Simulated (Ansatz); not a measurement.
# Lattice dynamics of TlHg2 (built on the sites of a database entry of NaHg2)

Task: relax TlHg2 (built on the sites of a database entry of NaHg2), then find its harmonic phonons.

Main program and level: Ansatz 0.2.0; DFT PBEsol, scalar-relativistic, plane waves, PAW.

The structure was built from a prototype and need not be the compound's stable phase.

## Step 1: Set-up

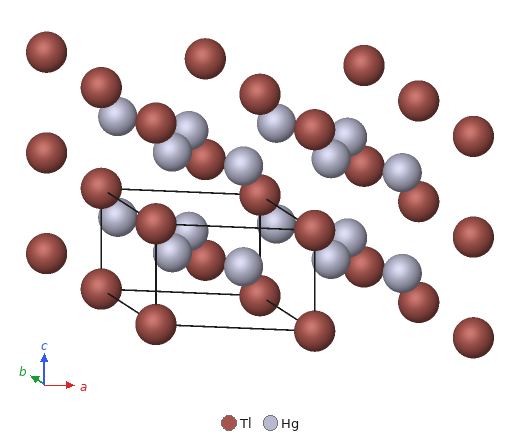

Start, viewed slightly off an axis; thallium brown, mercury light grey. 2×2×2 cells are drawn. Some periodic images of atoms are drawn too.

## Step 2: Rough relaxation

A rough relaxation comes first, because large forces or stress need no tight tolerances yet.

File input.yaml:

```yaml
crystal:
  lattice:
    - [4.79091, 0.0, 0.0]
    - [-2.39545, 4.14905, 0.0]
    - [0.0, 0.0, 3.07746]
  atoms:
    - { symbol: Tl, position: [0.0, 0.0, 0.0] }
    - { symbol: Hg, position: [0.3333333333, 0.6666666667, 0.5] }
    - { symbol: Hg, position: [0.6666666667, 0.3333333333, 0.5] }
kpoints:
  mp_grid: { grid: [6, 6, 6] }
hamiltonian:
  xc: pbesol
scf:
  occupations: { method: gaussian, width: 0.1 }
output:
  forces: true
  stress: true
  eigenvalues: true
relax:
  adjacent_minimum: "off"
  f_tol: 0.05
  max_steps: 80
  cell: { stress_tol: 0.5 }
```

Run with:

```
$ ansatz run input.yaml --threads 8 --pin off --max-ram 14336MiB --backend cpu --events-out ev --progress --plain --runs-dir out
```

Numbers of over 12 decimals in the logs are rounded to 6 here.

Log:

```text
The last accepted step is kept in <dir> (removed where the run ends without a failure and the disk answers)
Engine: ansatz 0.2.0, aarch64-unknown-linux-gnu
Pseudopotentials: kind: paw
Pseudopotential: Tl, paw, valence charge 13, recommended cutoff 420 eV (normal), Tl.paw.azcp
Pseudopotential: Hg, paw, valence charge 20, recommended cutoff 420 eV (normal), Hg.paw.azcp
Functional definition: PBEsol
  exchange = pbesol_x
[...]
F+E_penalty+E_count = -38631.80042827 eV   max|allowed force component| = 1.974e-16 eV/Å   (the final SCF, on the basis selected at the relaxed cell)
  cell:  # Å, volume = 76.6986 Å³
    - [5.032189, -3.032133493582228e-6, 0]
    - [-2.516092, 4.358005, 1.434216410272604e-17]
    - [0, 1.0637958622580132e-17, 3.497383]
  atoms:
    - { symbol: Tl, position: [0, 0, 0] }
    - { symbol: Hg, position: [0.333333, 0.666667, 0.500000] }
    - { symbol: Hg, position: [0.666667, 0.333333, 0.500000] }
[key lines of the parts left out:]
SCF converged after 4 iterations
Free energy (F): -38631.800428 eV
Fermi energy:    13.071807 eV
P = ⅓ Tr σ = 0.0769 GPa (0.769 kbar)
```

It took 3 s on 8 threads of Arm Neoverse V2, shared host; peak memory 0.46 GiB; 19 s of CPU time.

Relaxation path:

| step | energy less that of the first step (eV) | largest force component (eV/Å) | pressure (GPa) | volume (Å³) |
| --- | --- | --- | --- | --- |
| 1 | 0.0000 | 0.0000 | 17.94 | 61.17 |
| 2 | -0.5556 | 0.0000 | 5.59 | 69.14 |
| 3 | -0.6829 | 0.0000 | 1.70 | 73.74 |
| 4 | -0.7030 | 0.0000 | 0.15 | 76.09 |
| 5* | -0.7118 | 0.0000 | 0.37 | 76.09 |
| 6 | -0.7135 | 0.0000 | 0.08 | 76.70 |
| 7* | -0.7136 | 0.0000 | 0.08 | 76.70 |

Relaxation steps marked * repeat the geometry before them on a plane-wave basis chosen anew for their cell, so energy and pressure can jump there.

Forces are held to the 24 operations that the run works with; a distortion that breaks them can't arise in this run.

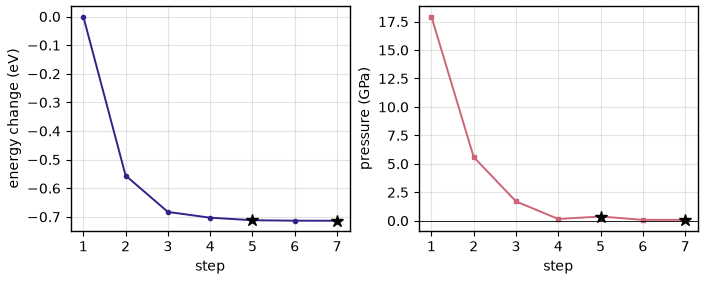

Energy and pressure along the relaxation. Stars mark steps on a basis chosen anew.

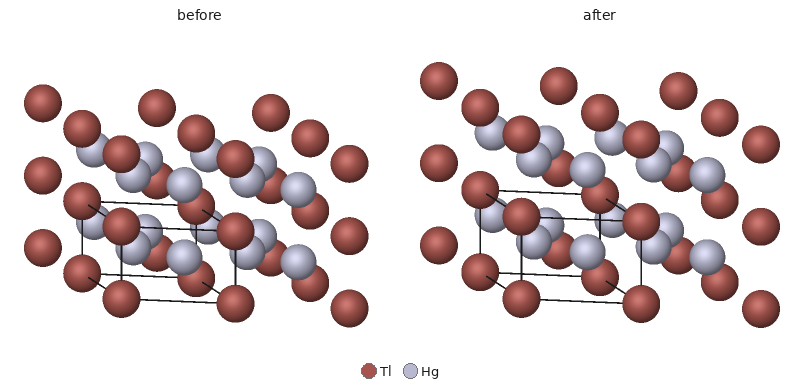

Before and after, at one scale.

| cell as run | before | after | change |
| --- | --- | --- | --- |
| a (Å) | 4.791 | 5.032 | +5.0 % |
| b (Å) | 4.791 | 5.032 | +5.0 % |
| c (Å) | 3.077 | 3.497 | +13.6 % |
| volume (Å³/atom) | 20.39 | 25.57 | +25.4 % |

The relaxed structure:

```xyz
3
Lattice="5.0322 0.0000 0.0000 -2.5161 4.3580 0.0000 0.0000 0.0000 3.4974" Properties=species:S:1:pos:R:3 pbc="T T T"
Tl    0.0000    0.0000    0.0000
Hg    0.0000    2.9053    1.7487
Hg    2.5161    1.4527    1.7487
```

This step gave:

* pressure: 0.07691 GPa
* volume per atom: 25.57 Å³
* gap on the k-mesh: 0 eV

In this step the volume went from 20.39 to 25.57 Å³/atom.

## Step 3: Bringing the structure to rest

The cell and atoms are relaxed, since residual forces and stress would shift the frequencies.

input.yaml, the sections that differ from step 2:

```yaml
crystal:
  lattice:
    - [5.0321892474, -3.0321e-06, 0.0]
    - [-2.5160919978, 4.3580052409, 0.0]
    - [0.0, 0.0, 3.497382689]
  atoms:
    - { symbol: Tl, position: [0.0, 0.0, 0.0] }
    - { symbol: Hg, position: [0.3333333333, 0.6666666667, 0.5] }
    - { symbol: Hg, position: [0.6666666667, 0.3333333333, 0.5] }
kpoints:
  mp_grid: { grid: [9, 9, 10] }
relax:
  adjacent_minimum: "off"
  f_tol: 0.005
  max_steps: 80
  cell: { stress_tol: 0.05 }
# hamiltonian, scf, output: as in step 2
```

Log:

```text
[...]
Crystal: 3 atoms, lattice volume = 76.699 Å³
Basis set: ecut = 420 eV, 1529 PW (Γ), exchange–correlation on 72×72×48 points (8 copies of the dense FFT grid, shifted against one another)
Bands: 32, of which v1, the nominal top of the filled ones, is band 27 counted from 1 (26 counted from 0)
Symmetry: 24 space group operations
[...]
k-points: 72 of 810
[...]
--- Relaxed structure (6 steps of the walk, 6 accepted, 1 SCFs on fresh bases) ---
[...]
cell:  # Å, volume = 75.9946 Å³
    - [5.281954, -3.182608344822957e-6, 0]
    - [-2.640974, 4.574308, 0]
    - [0, 0, 3.145307]
  atoms:
    - { symbol: Tl, position: [0, 0, 0] }
    - { symbol: Hg, position: [0.333333, 0.666667, 0.500000] }
    - { symbol: Hg, position: [0.666667, 0.333333, 0.500000] }
[key lines of the parts left out:]
SCF converged after 6 iterations
Free energy (F): -38631.759318 eV
Fermi energy:    13.056524 eV
P = ⅓ Tr σ = -0.0279 GPa (-0.279 kbar)
```

It took 6.6 s on 8 threads; peak memory 0.54 GiB.

Relaxation path:

| step | energy less that of the first step (eV) | largest force component (eV/Å) | pressure (GPa) | volume (Å³) |
| --- | --- | --- | --- | --- |
| 1 | 0.0000 | 0.0000 | 0.42 | 76.70 |
| 2 | -0.0055 | 0.0000 | 0.02 | 77.30 |
| 3 | -0.0348 | 0.0000 | -0.56 | 77.67 |
| 4 | -0.0641 | 0.0000 | -0.20 | 76.35 |
| 5 | -0.0648 | 0.0000 | -0.07 | 76.11 |
| 6 | -0.0653 | 0.0000 | -0.01 | 75.99 |
| 7* | -0.0652 | 0.0000 | -0.03 | 75.99 |

Relaxation steps marked * repeat the geometry before them on a plane-wave basis chosen anew for their cell, so energy and pressure can jump there.

The run keeps the 24 symmetry operations that it works with, so distortions that break them were not tested.

| conventional cell, symmetrised | before | after | change |
| --- | --- | --- | --- |
| a (Å) | 5.032 | 5.282 | +5.0 % |
| b (Å) | 5.032 | 5.282 | +5.0 % |
| c (Å) | 3.497 | 3.145 | -10.1 % |
| volume (Å³/atom) | 25.57 | 25.33 | -0.9 % |

The relaxed structure:

```xyz
3
Lattice="5.2820 0.0000 0.0000 -2.6410 4.5743 0.0000 0.0000 0.0000 3.1453" Properties=species:S:1:pos:R:3 pbc="T T T"
Tl    0.0000    0.0000    0.0000
Hg    0.0000    3.0495    1.5727
Hg    2.6410    1.5248    1.5727
```

Numbers from this step:

| Quantity | Value |
| --- | --- |
| pressure | -0.02791 GPa |
| volume per atom | 25.33 Å³ |

In this step the volume went from 25.57 to 25.33 Å³/atom.

## Step 4: Tight relaxation

Phonons need a cell at rest on their own settings, so the relaxation is repeated with tight tolerances on forces and stress on the k mesh and occupations of the first response run.

File input.yaml:

```yaml
crystal:
  lattice:
    - [5.2819541452, -3.1826e-06, 0.0]
    - [-2.6409743164, 4.5743080626, 0.0]
    - [0.0, 0.0, 3.1453074092]
  atoms:
    - { symbol: Tl, position: [0.0, 0.0, 0.0] }
    - { symbol: Hg, position: [0.3333333333, 0.6666666667, 0.5] }
    - { symbol: Hg, position: [0.6666666667, 0.3333333333, 0.5] }
kpoints:
  mp_grid: { grid: [10, 10, 12] }
hamiltonian:
  xc: pbesol
scf:
  occupations: { method: methfessel_paxton, width: 0.15 }
output:
  forces: true
  stress: true
  eigenvalues: true
relax:
  adjacent_minimum: "off"
  f_tol: 0.001
  max_steps: 60
  cell: { stress_tol: 0.01 }
```

Log:

```text
[...]
Crystal: 3 atoms, lattice volume = 75.995 Å³
Basis set: ecut = 420 eV, 1493 PW (Γ), exchange–correlation on 72×72×48 points (8 copies of the dense FFT grid, shifted against one another)
Bands: 32, of which v1, the nominal top of the filled ones, is band 27 counted from 1 (26 counted from 0)
Symmetry: 24 space group operations
[...]
k-points: 98 of 1200
[...]
--- Relaxed structure (7 steps of the walk, 5 accepted, 1 SCFs on fresh bases) ---
[...]
cell:  # Å, volume = 76.0033 Å³
    - [5.309675, -3.199295572634665e-6, 0.0]
    - [-2.654835, 4.598315, 0.0]
    - [0.0, 0.0, 3.112907]
  atoms:
    - { symbol: Tl, position: [0, 0, 0.0] }
    - { symbol: Hg, position: [0.333333, 0.666667, 0.5] }
    - { symbol: Hg, position: [0.666667, 0.333333, 0.5] }
[key lines of the parts left out:]
SCF converged after 6 iterations
Free energy (F): -38631.734902 eV
Fermi energy:    13.143843 eV
P = ⅓ Tr σ = -0.0004 GPa (-0.004 kbar)
```

The job ended after 11 s (8 threads; peak memory 0.57 GiB).

Relaxation path:

```csv
step,energy less that of the first step (eV),largest force component (eV/Å),pressure (GPa),volume (Å³)
1,0.0000,0.0000,0.01,75.99
2,-0.0001,0.0000,0.00,76.00
3,0.0288,0.0000,0.58,75.54
4,-0.0002,0.0000,-0.04,76.07
5,0.0013,0.0000,0.02,76.04
6,-0.0006,0.0000,0.00,76.00
7,-0.0006,0.0000,0.00,76.00
8*,-0.0006,0.0000,0.00,76.00
```

Relaxation steps marked * repeat the geometry before them on a plane-wave basis chosen anew for their cell, so energy and pressure can jump there. Relaxation steps 3, 5 were tried and not accepted.

The run keeps the 24 symmetry operations that it works with, so distortions that break them were not tested.

| conventional cell, symmetrised | before | after | change |
| --- | --- | --- | --- |
| a (Å) | 5.282 | 5.310 | +0.5 % |
| b (Å) | 5.282 | 5.310 | +0.5 % |
| c (Å) | 3.145 | 3.113 | -1.0 % |
| volume (Å³/atom) | 25.33 | 25.33 | +0.0 % |

Final coordinates:

```cif
data_structure
_symmetry_space_group_name_H-M 'P 1'
_symmetry_Int_Tables_number 1
_cell_length_a 5.3097
_cell_length_b 5.3097
_cell_length_c 3.1129
_cell_angle_alpha 90.000
_cell_angle_beta 90.000
_cell_angle_gamma 120.000
_cell_volume 76.00
loop_
_atom_site_label
_atom_site_type_symbol
_atom_site_fract_x
_atom_site_fract_y
_atom_site_fract_z
_atom_site_occupancy
Tl1 Tl 0.00000 0.00000 0.00000 1
Hg2 Hg 0.33333 0.66667 0.50000 1
Hg3 Hg 0.66667 0.33333 0.50000 1
```

This step gave:

```
pressure : -3.87e-4 GPa
```

The forces vanish by symmetry and the pressure is 0.000 GPa, within the tolerances set. The cell now holds 25.33 Å³/atom.

## Step 5: Zone-centre response

The zone centre comes first: it holds the modes that light can see, as far as symmetry allows. No field response is asked, since the mesh shows no gap.

input.yaml, the sections that differ from step 4:

```yaml
crystal:
  lattice:
    - [5.3096746926, -3.1993e-06, 0.0]
    - [-2.6548345756, 4.5983147693, 0.0]
    - [0.0, 0.0, 3.1129072841]
  atoms:
    - { symbol: Tl, position: [0.0, 0.0, 0.0] }
    - { symbol: Hg, position: [0.3333333333, 0.6666666667, 0.5] }
    - { symbol: Hg, position: [0.6666666667, 0.3333333333, 0.5] }
output:
  eigenvalues: true
phonons:
  method: dfpt
# kpoints, hamiltonian, scf: as in step 4
# relax: removed
```

Log:

```text
[...]
Crystal: 3 atoms, lattice volume = 76.003 Å³
Basis set: ecut = 420 eV, 1493 PW (Γ), exchange–correlation on 72×72×48 points (8 copies of the dense FFT grid, shifted against one another)
Bands: 32, of which v1, the nominal top of the filled ones, is band 27 counted from 1 (26 counted from 0)
Symmetry: 24 space group operations
k-points: 337 of 1200 (irreducible under 2 space group operations, time reversal used)
[...]
SCF iter   1: F=—  HF=-38631.736782 eV  |F-HF|=—  |Δ(HF+E_count)|=         —  Δρ=3.02e-3  dr2=9.68e-3  ethr=1.77e-3  ⟨swp⟩=5.6  Hψ=39345  notcnv=0
[...]
SCF iter  10: F=-38631.734902 eV  HF=-38631.734902 eV  |F-HF|=0.00e0  |Δ(HF+E_count)|=    0.00e0  S|Δr|=    0.00e0  Δρ=2.63e-8  dr2=4.24e-13  ethr=1.00e-12  ⟨swp⟩=8.1  Hψ=51249  notcnv=0
SCF 1 converged in 10 iterations: F = -38631.734902 eV  dr2 = 4.24e-13
[...]
DFPT response loops at Γ: preconditioner auto → Kerker (q_TF=auto, 2.569 Å⁻¹) (partly filled bands, converged f_vac=0.000); β = 1.00, the filter's whole step (`scf.mixing.beta` (0.50) is not read by the response loops under this deck's `scf.mixing.preconditioner`; to damp them name `kerker` or `kerker_dos`, under which they read `scf.mixing.beta`, and type it under 1.00, their step now; both keys bind the ground state too); Broyden in place of MSR1
SCF converged after 10 iterations
[...]
Free energy (F): -38631.734902 eV
[...]
Internal energy: -38631.735686 eV  (E = F + TS)
E sigma→0 (E₀):  -38631.735098 eV
Entropy (-TS):   0.000785 eV (0.262 meV/atom)
Fermi energy:    13.143843 eV
[...]
--- Band table (eV; the first three rows and the last of 337) ---
  k-point 0: bands = [... 23 lower, 6.8769, 9.7065, 11.8639, 13.6250, 13.6250, 14.0697, 14.0697, 20.3365, ... 1 higher]
  k-point 1: bands = [... 23 lower, 6.8351, 9.7667, 11.9337, 13.7590, 13.7590, 14.2112, 14.2112, 19.2366, ... 1 higher]
  k-point 2: bands = [... 23 lower, 6.7256, 9.9554, 12.1573, 14.1479, 14.1479, 14.6090, 14.6090, 17.2454, ... 1 higher]
  k-point 336: bands = [... 23 lower, 6.8907, 7.7332, 8.5538, 13.5536, 15.1769, 18.3975, 19.9534, 20.7515, ... 1 higher]
--- Phonons (Γ-DFPT): 4 representative perturbations + reference, on 337 of 1200 k-points (Σ response iterations 12) ---
  k mesh reduced under 2 symmetry operations, with k and −k counted as one. Each operation leaves every solved perturbation unchanged. A smaller set is not used because it would not reduce the number of displacements times k-points to solve
  ASR residual: 1.606e-4 → 0.000e0 eV/Å²; symmetrization residual: 4.870e-4 eV/Å²
  ASR residual per site (eV/Å²): 1.61e-4 7.91e-5 7.91e-5
  Γ frequencies (cm⁻¹): -9.33 0.00 0.00 0.00 23.94 54.89 54.89 72.24 72.24
  non-analytic LO–TO correction: not included (Born effective charges unavailable; polar crystals: no LO–TO splitting at Γ)
```

The job ended after 41 s (8 threads; peak memory 2.1 GiB; 4.9 min of CPU time).

Reading the cycles: dr2 is the Hartree energy of the density residual (eV), the measure of convergence; HF is the Harris–Foulkes estimate of the energy, which meets the free energy F at convergence.

Numbers from this step:

| Property | Result |
| --- | --- |
| sum-rule residual before enforcement | 1.61e-4 eV/Å² |
| point group | 6/mmm |
| highest optical mode at the zone centre (no LO-TO term) | 72.24 cm⁻¹ |
| lowest optical zone-centre mode | -9.33 cm⁻¹ |

Patterns of degenerate modes are one choice out of their space. Modes at Γ, with each element's share of the kinetic energy (negative means imaginary):

| mode | frequency (cm⁻¹) | symmetry | Tl % | Hg % |
| --- | --- | --- | --- | --- |
| 1 | -9.3 | B1g | 0 | 100 |
| 2 | 0.0 | acoustic | 34 | 66 |
| 3 | 0.0 | acoustic | 34 | 66 |
| 4 | 0.0 | acoustic | 34 | 66 |
| 5 | 23.9 | A2u | 66 | 34 |
| 6 | 54.9 | E1u | 66 | 34 |
| 7 | 54.9 | E1u | 66 | 34 |
| 8 | 72.2 | E2g | 0 | 100 |
| 9 | 72.2 | E2g | 0 | 100 |

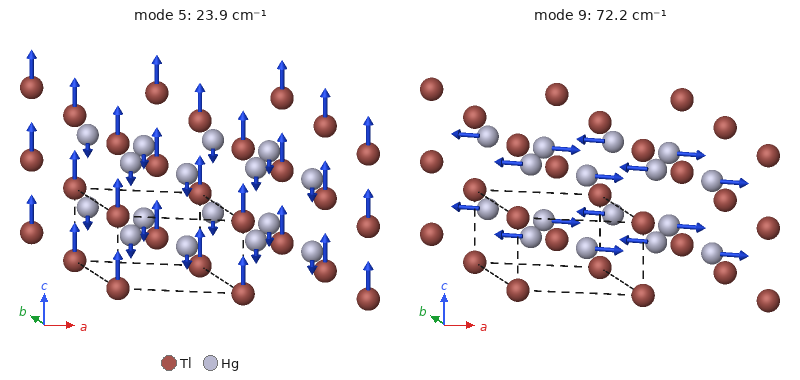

Displacement patterns of modes 5 and 9 at Γ; arrows are exaggerated. 2×2×2 cells are drawn. Some periodic images of atoms are drawn too.

Before it was imposed, the acoustic sum rule was missed by 1.6e-4 eV/Å². Small misses are needed for a sound result but don't prove that mesh and cutoff are converged. The lowest optical mode is slightly imaginary, 9.3i cm⁻¹, too near zero to call.

(Continued in part 2 of 2.)

[Logs are printed without paths, hosts, clocks, repeated set-up lines and the standing remarks that a program may print on its own settings, such as how far it seeks lower states.]

[Hosts, paths, dates, database ids (printed as entryN), source tags and the programs' standing remarks are cut or masked in the printed files.]
